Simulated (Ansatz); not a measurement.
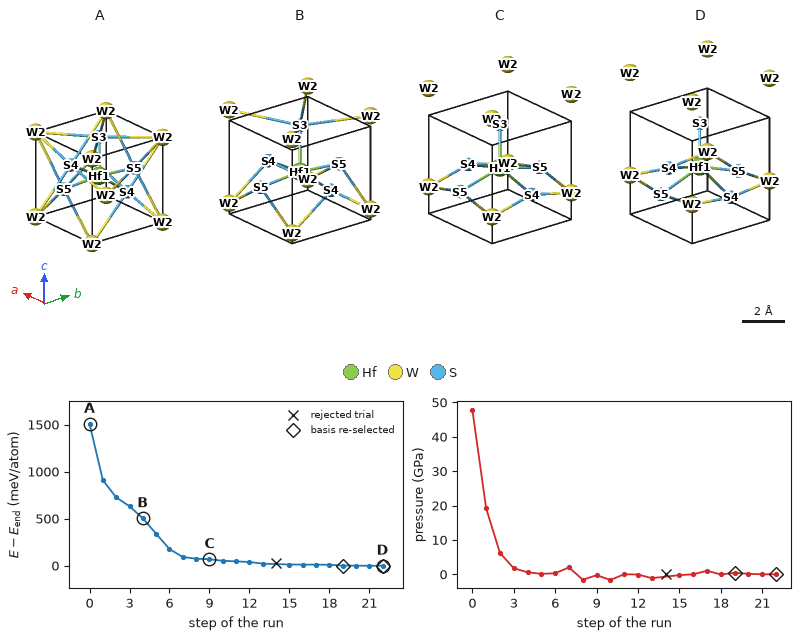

Frames of a relaxation of solid HfWS₃ (built on the tetragonal perovskite type) (coarse preliminary run), marked on the history of the run. The picture is a ball-and-stick view of the cell of the calculation, seen from a free direction.

Case: tetragonal perovskite type (P4mm, No. 99).

Method: DFT PBE, scalar-relativistic, plane waves, PAW in Ansatz. (plane-wave cutoff 420 eV; k-point mesh 4 × 4 × 4; occupations gaussian; smearing width 0.1 eV; collinear spin; cell and atoms relaxed; force threshold 0.04 eV/Å; at most 70 steps)

Q: Describe the path.

A: The energy falls by 1509 meV per atom in 19 accepted moves (22 points after the start). The largest force component goes from 7.7 to 0.032 eV/Å. Pressure: 47.91 GPa at the start and 0.03 GPa at the end. The line search rejected the trial step at point 14 of the run. The SCF was repeated twice at an unchanged geometry on a basis and grid sized afresh for the cell, which shifted the energy by 8.6 meV per atom at most. W2 moves most relative to the cell: 2.04 Å along +c. Largest moves by element: W 2.04 Å, S 0.80 Å, Hf 0.12 Å. The drawn cell changes as follows: a = b 4.376 → 4.800 Å (+9.7 %), c 4.431 → 5.366 Å (+21.1 %); the volume changes by +45.7 %. Some distances before and after: W2–S4 3.161 → 6.100 Å, W2–S3 3.096 → 4.217 Å, Hf1–S3 2.393 → 3.103 Å, W2–S4 (another image) 3.067 → 2.412 Å. Bonds break, among them: W2–S3 (3.10 → 4.22 Å), W2–S4 (3.16 → 6.10 Å), W2–S5 (3.16 → 6.10 Å). Bond angles that change, for instance: W2–S5–W2 91.0° → 168.4°, S4–W2–S4 91.0° → 168.4°, Hf1–S5–Hf1 173.0° → 141.3°. The space group stays P4mm (No. 99). The run took 6.3 min on 1 thread of Arm Neoverse V1, with other jobs on the host, peak memory 0.45 GiB. From step 0 to 4: W2 moves most (0.56 Å), volume +36.1 %, energy −1004 meV per atom. From step 4 to 9: W2 moves most (0.81 Å), volume +7.6 %, energy −435 meV per atom. From step 9 to 22: W2 moves most (0.58 Å), volume −0.5 %, energy −69.4 meV per atom.

```json
{"step": "0", "E − E(0), meV/atom": "0.00", "largest force component, eV/Å": "7.7290", "pressure, GPa": "47.91", "volume, Å³/atom": "16.969", "note": ""}
{"step": "1", "E − E(0), meV/atom": "-598.86", "largest force component, eV/Å": "1.2955", "pressure, GPa": "19.21", "volume, Å³/atom": "19.473", "note": ""}
{"step": "2", "E − E(0), meV/atom": "-781.21", "largest force component, eV/Å": "0.7600", "pressure, GPa": "6.24", "volume, Å³/atom": "21.704", "note": ""}
{"step": "3", "E − E(0), meV/atom": "-875.98", "largest force component, eV/Å": "1.7505", "pressure, GPa": "1.80", "volume, Å³/atom": "22.731", "note": ""}
{"step": "4", "E − E(0), meV/atom": "-1003.98", "largest force component, eV/Å": "2.5366", "pressure, GPa": "0.63", "volume, Å³/atom": "23.088", "note": ""}
{"step": "5", "E − E(0), meV/atom": "-1168.67", "largest force component, eV/Å": "2.8100", "pressure, GPa": "0.17", "volume, Å³/atom": "23.363", "note": ""}
{"step": "6", "E − E(0), meV/atom": "-1331.14", "largest force component, eV/Å": "2.1277", "pressure, GPa": "0.34", "volume, Å³/atom": "23.464", "note": ""}
{"step": "7", "E − E(0), meV/atom": "-1415.38", "largest force component, eV/Å": "0.5952", "pressure, GPa": "2.05", "volume, Å³/atom": "23.576", "note": ""}
{"step": "8", "E − E(0), meV/atom": "-1433.56", "largest force component, eV/Å": "0.7336", "pressure, GPa": "-1.56", "volume, Å³/atom": "25.044", "note": ""}
{"step": "9", "E − E(0), meV/atom": "-1439.28", "largest force component, eV/Å": "0.2802", "pressure, GPa": "-0.21", "volume, Å³/atom": "24.841", "note": ""}
{"step": "10", "E − E(0), meV/atom": "-1455.81", "largest force component, eV/Å": "0.3909", "pressure, GPa": "-1.61", "volume, Å³/atom": "24.962", "note": ""}
{"step": "11", "E − E(0), meV/atom": "-1461.99", "largest force component, eV/Å": "0.3915", "pressure, GPa": "0.05", "volume, Å³/atom": "24.711", "note": ""}
{"step": "12", "E − E(0), meV/atom": "-1468.79", "largest force component, eV/Å": "0.3947", "pressure, GPa": "-0.03", "volume, Å³/atom": "24.729", "note": ""}
{"step": "13", "E − E(0), meV/atom": "-1486.00", "largest force component, eV/Å": "0.1718", "pressure, GPa": "-1.09", "volume, Å³/atom": "24.452", "note": ""}
{"step": "14", "E − E(0), meV/atom": "-1482.04", "largest force component, eV/Å": "0.3680", "pressure, GPa": "0.21", "volume, Å³/atom": "23.724", "note": "rejected"}
{"step": "15", "E − E(0), meV/atom": "-1495.56", "largest force component, eV/Å": "0.1472", "pressure, GPa": "-0.20", "volume, Å³/atom": "24.155", "note": ""}
{"step": "16", "E − E(0), meV/atom": "-1496.45", "largest force component, eV/Å": "0.2095", "pressure, GPa": "0.04", "volume, Å³/atom": "24.020", "note": ""}
{"step": "17", "E − E(0), meV/atom": "-1496.85", "largest force component, eV/Å": "0.1490", "pressure, GPa": "1.07", "volume, Å³/atom": "23.955", "note": ""}
{"step": "18", "E − E(0), meV/atom": "-1497.96", "largest force component, eV/Å": "0.0262", "pressure, GPa": "-0.02", "volume, Å³/atom": "24.172", "note": ""}
{"step": "19", "E − E(0), meV/atom": "-1506.52", "largest force component, eV/Å": "0.0374", "pressure, GPa": "0.49", "volume, Å³/atom": "24.172", "note": "same geometry, new basis"}
{"step": "20", "E − E(0), meV/atom": "-1507.84", "largest force component, eV/Å": "0.0617", "pressure, GPa": "0.18", "volume, Å³/atom": "24.422", "note": ""}
{"step": "21", "E − E(0), meV/atom": "-1508.63", "largest force component, eV/Å": "0.0308", "pressure, GPa": "0.04", "volume, Å³/atom": "24.724", "note": ""}
{"step": "22", "E − E(0), meV/atom": "-1508.73", "largest force component, eV/Å": "0.0315", "pressure, GPa": "0.03", "volume, Å³/atom": "24.724", "note": "same geometry, new basis"}
```
